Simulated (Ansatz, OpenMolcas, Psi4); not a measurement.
**How basis sets differ on CH6BN (SMILES CBN)**

CH6BN has 9 atoms, charge 0, and is taken as a singlet. SMILES: `CBN`. The coordinates come from a PBE0-D4/def2-TZVP relaxation.

```jsonl
{"atom": "C", "x (Å)": "-0.6653", "y (Å)": "0.7577", "z (Å)": "-0.5903"}
{"atom": "B", "x (Å)": "0.4594", "y (Å)": "-0.2829", "z (Å)": "-0.2562"}
{"atom": "N", "x (Å)": "0.5928", "y (Å)": "-0.8428", "z (Å)": "1.0107"}
{"atom": "H", "x (Å)": "-1.2919", "y (Å)": "0.3908", "z (Å)": "-1.4106"}
{"atom": "H", "x (Å)": "-0.2246", "y (Å)": "1.6922", "z (Å)": "-0.9543"}
{"atom": "H", "x (Å)": "-1.3199", "y (Å)": "0.9989", "z (Å)": "0.2523"}
{"atom": "H", "x (Å)": "1.2488", "y (Å)": "-0.6328", "z (Å)": "-1.0928"}
{"atom": "H", "x (Å)": "1.3062", "y (Å)": "-1.5110", "z (Å)": "1.2449"}
{"atom": "H", "x (Å)": "-0.0168", "y (Å)": "-0.6164", "z (Å)": "1.7792"}
```

Each level gives the HOMO–LUMO gap (eV). The values are calculated.

```
               level          kind     program  value (eV)  CPU time
HF/ANO-RCC-MB (DKH2)  Hartree–Fock  OpenMolcas       17.99     2.7 s
 HF/ANO-XS-MB (DKH2)  Hartree–Fock  OpenMolcas       17.50     1.2 s
           HF/STO-3G  Hartree–Fock      Ansatz       19.28    0.11 s
            HF/3-21G  Hartree–Fock  OpenMolcas       16.84       2 s
          HF/cc-pVDZ  Hartree–Fock        Psi4       16.41       9 s
```

The values span 16.41 to 19.28 eV. A Hartree–Fock LUMO above zero doesn't converge with the basis: it sinks as sets grow more diffuse. Orbital gaps aren't excitation energies. Times are those of the runs behind each value, whatever else they computed, on shared processors of several kinds: orders of magnitude only.

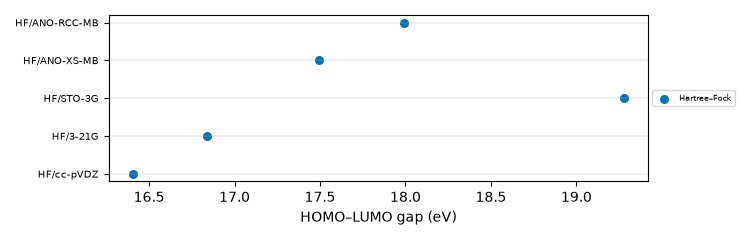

The values of the table, level by level.
